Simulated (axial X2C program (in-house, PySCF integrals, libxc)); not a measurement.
**Relativistic diatomic calculation, with input and output: RbFe**

System: RbFe, single determinant with Ω = 1/2 (not the lowest found). The distance is the PBE0 minimum at charge 0.
Method: expectation values, HF and Kohn-Sham, two-component X2C with atomic mean-field Coulomb and Gaunt terms, Rb dyall-cv3z, Fe dyall-cv3z (cores contracted) (axial X2C program (in-house, PySCF integrals, libxc)).

Input:
```
{"zs": [37, 26], "q": 0, "bas": ["dyall-cv3z", "dyall-cv3z"], "r0": 3.26, "levels": ["PBE0", "HF", "PBE", "PBE50", "B3LYP"], "nst": 3}
```

The line is the task of a batch: nuclear charges, charge, bases, the levels to run, a first guess of the distance and further settings. This report covers the levels named above. The log is that of the reference distance.

Hardware: 1 thread of AMD EPYC (Zen 5), 16 GiB of memory available, shared host.

Launched within a batch (the task file carries these settings):
```bash
python <driver script> task.json out
```

Output:
```
two-component X2C + atomic mean field  PBE0
basis functions 236  fitting functions 1272  grid points 5807
iter        total energy     max residual
   1      -4251.718806501     1.44e-01
   2      -4251.740242835     8.84e-04
   3      -4251.740236839     2.97e-03
   4      -4251.740266360     5.59e-04
   5      -4251.740268162     1.33e-04
   6      -4251.740268532     8.45e-05
   7      -4251.740268837     1.04e-04
   8      -4251.740269297     7.67e-05
   9      -4251.740269652     3.91e-05
  10      -4251.740269742     5.48e-06
  11      -4251.740269747     4.21e-06
  12      -4251.740269748     1.83e-06
converged
one-electron -6199.17322274  Coulomb 1951.49573920  exact exchange -38.64552841  xc functional -118.68609143  nuclear repulsion 154.82617911  atomic mean-field constant -1.55734547
```

Expectation values by level of theory:

| quantity | PBE0 | HF | PBE | PBE50 | B3LYP |
| --- | --- | --- | --- | --- | --- |
| effective field for an electron dipole moment (GV/cm) | 0.249 | 0.183 | 0.0997 | 0.240 | 0.180 |
| field gradient at the first nucleus (a.u.) | −0.278 | −0.167 | −0.313 | −0.304 | −0.281 |
| field gradient at the second nucleus (a.u.) | 0.220 | 0.0500 | 0.587 | 0.0711 | 0.323 |
| A∥/gI, first nucleus (MHz) | 563 | 995 | 671 | 483 | 534 |
| A∥/gI, second nucleus (MHz) | 741 | 77.0 | 811 | 758 | 835 |

Each column comes from one determinant, in a basis with contracted cores. The levels disagree widely: the effective field runs from 0.0997 to 0.249 GV/cm, A∥/gI at the first nucleus runs from 483 to 995 MHz, A∥/gI at the second nucleus runs from 77.0 to 835 MHz and the field gradient at the second nucleus runs from 0.0500 to 0.587 a.u. They may not all have settled in the same state, and these values aren't reliable properties of the molecule.

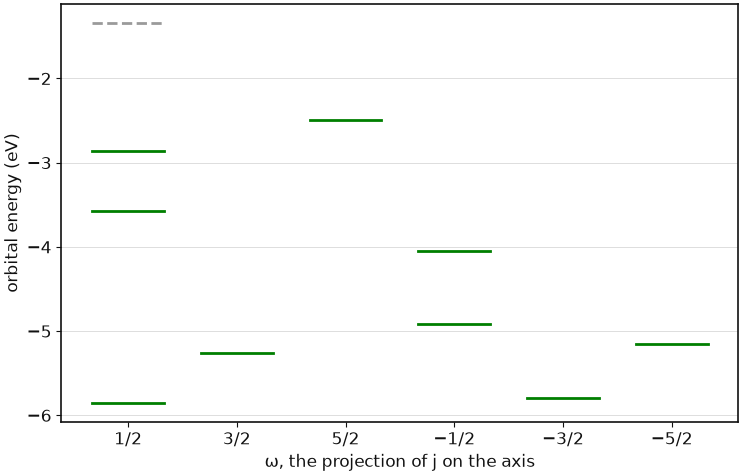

Orbital energies (PBE0) near the frontier at 3.29 Å, filled (solid) and empty (dashed). The highest filled spinor (5/2; 100 % Fe d) lies at −2.49 eV, the lowest empty one (1/2; 40 % Rb p, 36 % Rb s) at −1.34 eV.

Results in brief:

- outcome: converged; the levels of theory disagree widely
- wall time: 3.5 s
- peak memory: 0.53 GiB
